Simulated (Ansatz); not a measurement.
# Al(111) with 4 thermally displaced layers, 2x2: scattering by thermal displacements

Aim: the resistivity of Al at 300 K from frozen thermal displacements between perfect leads. The measured value for the pure metal at this temperature is 2.733 µΩ cm (CRC Handbook of Chemistry and Physics, 84th ed., 2003, Electrical Resistivity of Pure Metals).

Main program and level: Ansatz 0.2.0; Ansatz plane-wave DFT, PBE, PAW files; ballistic transport by layer matching (Landauer), zero bias; PAW set soft_1.

## 1. The structure

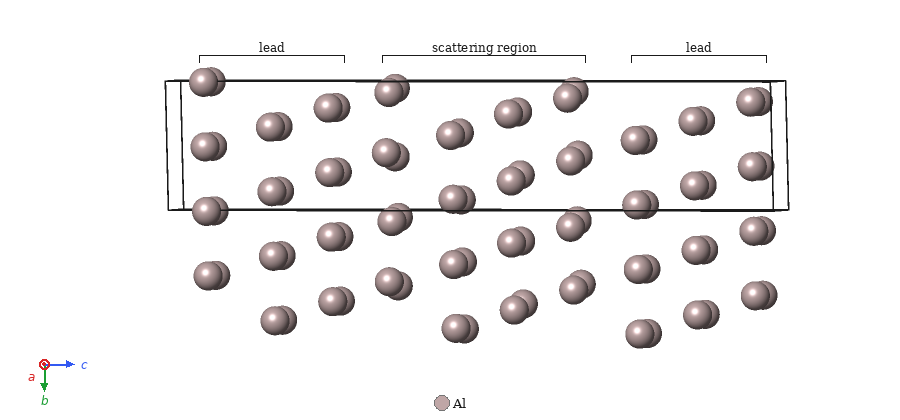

The starting structure, seen from the side, with the c axis across the page (aluminium light grey). 1×2×1 cells are drawn.

The cell holds 40 atoms: 40 Al. Its edges and angles: a = 5.725 Å, b = 5.725 Å, c = 23.429 Å, α = 93.5°, β = 86.5°, γ = 120.0°. It derives from Al. Regions: lead, 24 atoms (24 Al); scattering region, 16 atoms (16 Al). The structure is stacked along c, and the current runs across the ab planes.

## 2. With 4 displaced layers

Each atom of 4 layers is moved at random, by amounts drawn from a normal law 0.0966 Å wide in each direction from the Debye model (428 K) at 300 K. The layers about the cell's end stay perfect and serve as the lead. Disorder leaves little or no symmetry, which makes such runs dear. Energies from -0.05 to 0.05 eV in steps of 0.05 eV are too few for the program's thermal sum, so it prints no conductance; for a metal the transmission near the Fermi level serves, at a fraction of the cost.

Input file input.yaml:

```yaml
crystal:
  lattice:
    - [5.7246940741, 0.0, 0.0]
    - [-2.862347037, 4.957730497, 0.0]
    - [1.4311735185, -0.8262884162, 23.3709656917]
  atoms:
    - { symbol: Al, position: [0.9916666667, 0.0083333333, 0.05] }
    - { symbol: Al, position: [0.9916666667, 0.5083333333, 0.05] }
    - { symbol: Al, position: [0.4916666667, 0.0083333333, 0.05] }
    - { symbol: Al, position: [0.4916666667, 0.5083333333, 0.05] }
    - { symbol: Al, position: [0.1416666667, 0.3583333333, 0.15] }
    - { symbol: Al, position: [0.1416666667, 0.8583333333, 0.15] }
    - { symbol: Al, position: [0.6416666667, 0.3583333333, 0.15] }
    - { symbol: Al, position: [0.6416666667, 0.8583333333, 0.15] }
    - { symbol: Al, position: [0.2916666667, 0.2083333333, 0.25] }
    - { symbol: Al, position: [0.2916666667, 0.7083333333, 0.25] }
    - { symbol: Al, position: [0.7916666667, 0.2083333333, 0.25] }
    - { symbol: Al, position: [0.7916666667, 0.7083333333, 0.25] }
    - { symbol: Al, position: [0.954640841, 0.0856581528, 0.3550597404] }
    - { symbol: Al, position: [0.9305213687, 0.5521671454, 0.3478211961] }
    - { symbol: Al, position: [0.450215535, 0.0577557332, 0.3530856391] }
    - { symbol: Al, position: [0.4258303732, 0.5887759856, 0.3496016059] }
    - { symbol: Al, position: [0.1020732112, 0.4054126283, 0.4484338146] }
    - { symbol: Al, position: [0.1076458313, 0.9242515515, 0.44916328] }
    - { symbol: Al, position: [0.596366137, 0.4210882598, 0.4464043261] }
    - { symbol: Al, position: [0.5704328027, 0.915564012, 0.4472296639] }
    - { symbol: Al, position: [0.2016729412, 0.2421574037, 0.548068195] }
    - { symbol: Al, position: [0.2069836208, 0.7292923368, 0.5501513634] }
    - { symbol: Al, position: [0.7550416345, 0.2532810015, 0.5469279513] }
    - { symbol: Al, position: [0.7553507975, 0.7720951616, 0.5487605539] }
    - { symbol: Al, position: [0.9111507764, 0.1285011741, 0.6491449924] }
    - { symbol: Al, position: [0.8811606641, 0.6152743921, 0.6510226959] }
    - { symbol: Al, position: [0.3981461265, 0.0828601431, 0.6472666514] }
    - { symbol: Al, position: [0.3605577233, 0.5746498827, 0.6505223443] }
    - { symbol: Al, position: [0.0416666667, 0.4583333333, 0.75] }
    - { symbol: Al, position: [0.0416666667, 0.9583333333, 0.75] }
    - { symbol: Al, position: [0.5416666667, 0.4583333333, 0.75] }
    - { symbol: Al, position: [0.5416666667, 0.9583333333, 0.75] }
    - { symbol: Al, position: [0.1916666667, 0.3083333333, 0.85] }
    - { symbol: Al, position: [0.1916666667, 0.8083333333, 0.85] }
    - { symbol: Al, position: [0.6916666667, 0.3083333333, 0.85] }
    - { symbol: Al, position: [0.6916666667, 0.8083333333, 0.85] }
    - { symbol: Al, position: [0.8416666667, 0.1583333333, 0.95] }
    - { symbol: Al, position: [0.8416666667, 0.6583333333, 0.95] }
    - { symbol: Al, position: [0.3416666667, 0.1583333333, 0.95] }
    - { symbol: Al, position: [0.3416666667, 0.6583333333, 0.95] }
kpoints:
  mp_grid: { grid: [5, 5, 1] }
hamiltonian:
  xc: pbe
  pseudopotentials: { kind: paw, azcp: { folder: soft_1 } }
scf:
  occupations: { method: fermi_dirac, width: 0.1 }
output:
  transmission:
    leads: [[0, 4]]
    kmesh: [10, 10]
    e_range: [-0.05, 0.05]
    de: 0.05
  write_potential: true
  write_density: true
  volumetric_format: npy
```

Launch:

```console
$ ansatz run input.yaml --threads 8 --pin off --max-ram 15360MiB --backend cpu --events-out ev --progress --plain --runs-dir out
```

Numbers of over 12 decimals in the logs are rounded to 6 here.

The log of the run:

```text
Engine: ansatz 0.2.0, x86_64-unknown-linux-gnu
Pseudopotentials: kind: paw
Pseudopotential: Al, paw, valence charge 3, recommended cutoff 420 eV (normal), soft_1/Al.paw.azcp
Functional definition: PBE
  parameter kappa = 0.804
  parameter beta = 0.066725
  exchange = pbe_x(kappa = kappa, mu = beta*pi^2/3)
  correlation = pbe_c(beta = beta)
Crystal: 40 atoms, lattice volume = 663.303 Å³
Basis set: ecut = 420 eV, 13043 PW (Γ)
Bands: 100, of which v1, the nominal top of the filled ones, is band 60 counted from 1 (59 counted from 0)
Symmetry: 1 space group operations
Space group: P1 (ITA 1), of the structure as read, at distance tolerance 8.7e-5 Å
k-points: 13 of 25 (time reversal used)
Non-local potential: Al, projectors of the file, l = 0: 2, l = 1: 2, l = 2: 1
PAW form: soft (Blöchl's): semilocal exchange-correlation on the pseudo side does not see the compensation charge
PAW one-centre angular grid: Al, 110 points (default); XC on 64 Gauss nodes
Initial density: superposition of atomic densities (chi_scale 0.1, normalization cell)
Initial wavefunctions: pseudopotential atomic-orbital guess
Functional: x = pbe(κ = 0.804, μ = 0.219515), c = pbe(β = 0.066725)
SCF iter   1: F=—  HF=-21500.955403 eV  |F-HF|=—  |Δ(HF+E_count)|=         —  Δρ=2.32e-2  dr2=4.89e0  ethr=3.10e-3  ⟨swp⟩=6.0  Hψ=5951  notcnv=0  defer=38
preconditioner: auto → Kerker (q_TF=auto, 2.052 Å⁻¹)  [metal: Δε(μ)=0.028 eV  Ē_g=6.726 eV  σ=0.100 eV  W_gap=0.07  n_scr=86 (ndim 8)  ℏωp=15.8 eV  f_vac=0.000  D(μ)=19.29/eV (n_scr^D=126)]
SCF iter   2: F=—  HF=-21500.233911 eV  |F-HF|=—  |Δ(HF+E_count)|=   7.21e-1  Δρ=1.52e-2  dr2=1.87e0  ethr=3.10e-3  ⟨swp⟩=1.2  Hψ=1506  notcnv=0  defer=45
SCF iter   3: F=—  HF=-21499.390167 eV  |F-HF|=—  |Δ(HF+E_count)|=   8.44e-1  Δρ=1.35e-3  dr2=1.71e-2  ethr=1.56e-3  ⟨swp⟩=2.0  Hψ=1465  notcnv=0  defer=98
SCF iter   4: F=—  HF=-21499.382548 eV  |F-HF|=—  |Δ(HF+E_count)|=   7.62e-3  Δρ=2.23e-4  dr2=6.73e-4  ethr=1.42e-5  ⟨swp⟩=3.0  Hψ=2065  notcnv=0  defer=112
SCF iter   5: F=—  HF=-21499.382316 eV  |F-HF|=—  |Δ(HF+E_count)|=   2.32e-4  Δρ=2.27e-5  dr2=5.88e-6  ethr=5.60e-7  ⟨swp⟩=3.0  Hψ=2032  notcnv=0  defer=112
SCF iter   6: F=—  HF=-21499.382332 eV  |F-HF|=—  |Δ(HF+E_count)|=   1.67e-5  Δρ=5.63e-6  dr2=3.13e-7  ethr=4.90e-9  ⟨swp⟩=1.8  Hψ=1349  notcnv=0  defer=112
SCF iter   7: F=-21499.382332 eV  HF=-21499.382332 eV  |F-HF|=8.59e-9  |Δ(HF+E_count)|=   1.16e-8  Δρ=1.12e-6  dr2=1.61e-8  ethr=8.33e-11  ⟨swp⟩=13.2  Hψ=5212  notcnv=0
SCF 1 converged in 7 iterations: F = -21499.382332 eV  dr2 = 1.61e-8
  greatest PAW one-centre occupation: 0.452 electrons in one spin orbital (limit 2), on the Al atom at site 24 (counted from 0), in its partial waves of l = 0
transmission: 162 of 1508 steps passed
transmission: 318 of 1508 steps passed
[...]
transmission: 1508 of 1508 steps passed
SCF converged after 7 iterations
Free energy (F): -21499.382332 eV
Harris-Foulkes:  -21499.382332 eV  (|F-HF|=8.59e-9)
Internal energy: -21498.743822 eV  (E = F + TS)
E sigma→0 (E₀):  -21499.063077 eV
Entropy (-TS):   -0.638511 eV (-15.963 meV/atom)
Fermi energy:    7.930222 eV
--- Per-component energies (eV) ---
  E_band       = 416.140855
  E_kinetic    = 899.532010
  E_local      = 406.589650  (includes V_loc(G=0)·N_el)
  E_nonlocal   = 400.420045
  E_hartree    = 7.534754
  E_xc         = -1506.570719
  E_vxc        = -1165.533180  (∫ρ·V_xc dr)
  E_paw        = -18776.382608  (= ΣΔE_a)
  E_vpaw       = -139.937250  (= ΣTr[D̂ρ^β])
  E_aug_tail   = -0.000083  (compensation charges beyond the density's cutoff)
  E_ewald      = -2929.866871
  E_smearing   = -0.638511  (= −TS)
  E_closure    = -0.000000  (closes the sum)
  Σ components = -21499.382332   (vs F -21499.382332, Δ=0.00e0)
--- Band table (eV; the first three rows and the last of 13) ---
  k-point 0: bands = [... 56 lower, 6.2977, 6.7272, 6.7543, 6.7655, 6.7776, 7.1034, 7.1358, 7.1625, ... 36 higher]
  k-point 1: bands = [... 56 lower, 6.6936, 6.8854, 7.0471, 7.2135, 7.3347, 7.3794, 7.5148, 7.5825, ... 36 higher]
  k-point 2: bands = [... 56 lower, 7.8519, 7.9060, 8.0361, 8.0954, 8.1648, 8.1857, 8.2350, 8.3716, ... 36 higher]
  k-point 12: bands = [... 56 lower, 7.4595, 7.5330, 7.7848, 7.9569, 7.9782, 8.0161, 8.0781, 8.1000, ... 36 higher]
--- Transmission ---
  basis      : 253 plane waves across, 29 finite elements along
  points     : 52, standing for a mesh of 10 x 10
  energies   : 3 from -0.050000 to 0.050000 eV about the Fermi level, 0.050000 eV apart; the leads are filled to 0.000000 eV, and channels, transmission and decay are at 0.000000 eV
  crystal 0  : Al4, at the sites [0, 4], period 2.3371 Å, over 14.02 Å; its Hamiltonian steps by up to 6.1 meV
    offset         : up to 0.0000 Å between an atom of the period and one for which it stands
    channels       : 5.410000e0 a spin
    conductance    : none, the energies end too early or step too widely for 300 K: set another output.transmission.e_range or a lower de, or, where they end at an eighth of basis.ecutwfc, a higher one
  junction   : crystal 0 to crystal 0, 0.70 to 21.73 Å
    transmission   : 5.122160e0 a spin
    conductance    : none, the energies end too early or step too widely for 300 K: set another output.transmission.e_range or a lower de, or, where they end at an eighth of basis.ecutwfc, a higher one
```

Elapsed: 58 s, on 8 threads of AMD EPYC 9B45 (Zen 5), shared host; peak memory 2.7 GiB.

This step gave:

```
free energy                                    : -21499.3823 eV
energy at zero smearing                        : -21499.0631 eV
Fermi energy                                   : 7.930 eV
cell area                                      : 28.38 Å²
transmission per spin nearest the Fermi level  : 5.122
open channels per spin nearest the Fermi level : 5.41
step of the lead's potential                   : 6.1 meV
```

Per spin. Transmission, zone mean against energy, zero at the Fermi level:

| energy (eV) | transmission, zone mean |
| --- | --- |
| -0.0500 | 5.04 |
| 0.0000 | 5.12 |
| 0.0500 | 5.26 |

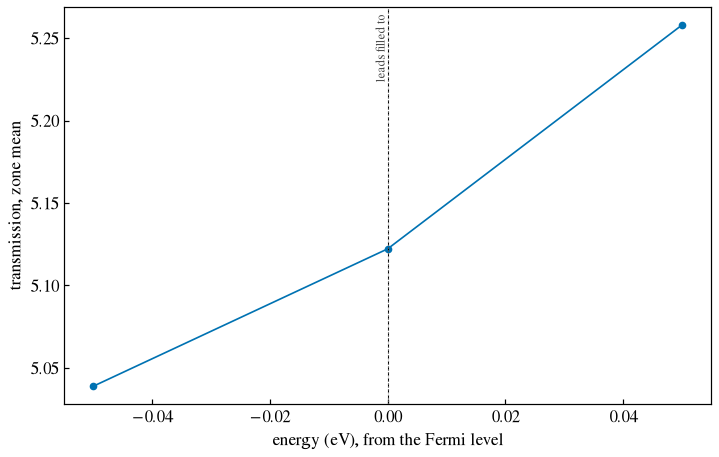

Transmission, zone mean, plotted against energy.

Per spin. The open channels, zone mean, lead by energy, zero at the Fermi level:

| energy (eV) | open channels, zone mean, lead |
| --- | --- |
| -0.0500 | 5.29 |
| 0.0000 | 5.41 |
| 0.0500 | 5.59 |

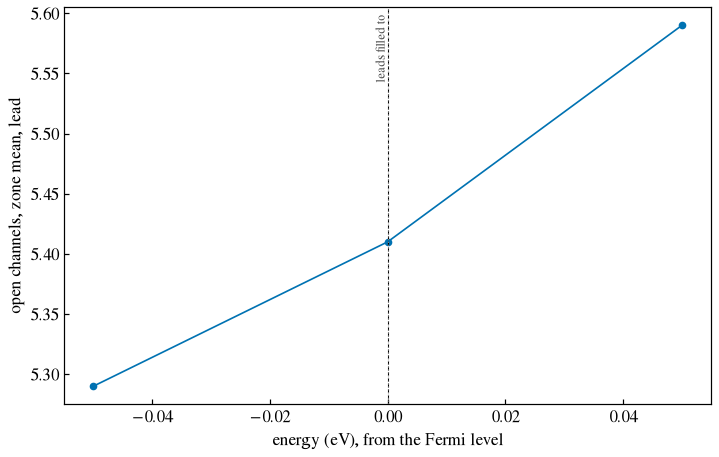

Open channels, zone mean, lead against energy.

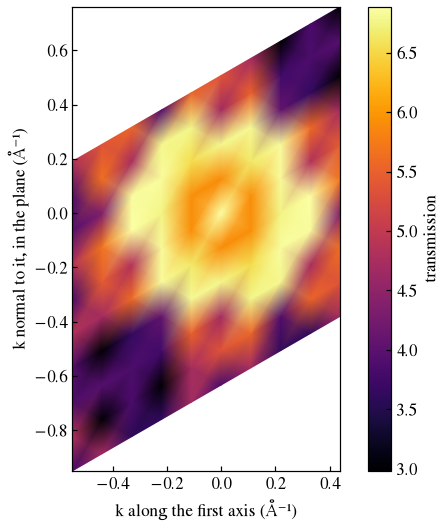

Transmission over k1 and k2. At 0.0000 eV from the Fermi level.

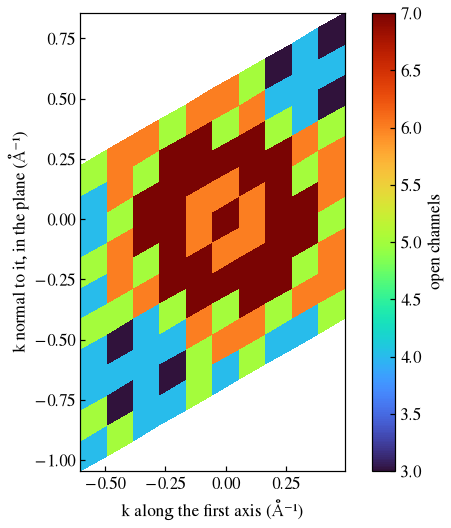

Open channels over k1 and k2. At 0.0000 eV from the Fermi level.

Over the solved energies the transmission per spin lies between 5.04 and 5.26, out of 5.43 channels of the lead on average (up to 5.59).

(Continued in part 2 of 3.)

[Logs are printed without paths, hosts, clocks, repeated set-up lines and the standing remarks that a program may print on its own settings, such as how far it seeks lower states.]

[Hosts, paths, dates, database ids (printed as entryN), source tags and the programs' standing remarks are cut or masked in the printed files.]
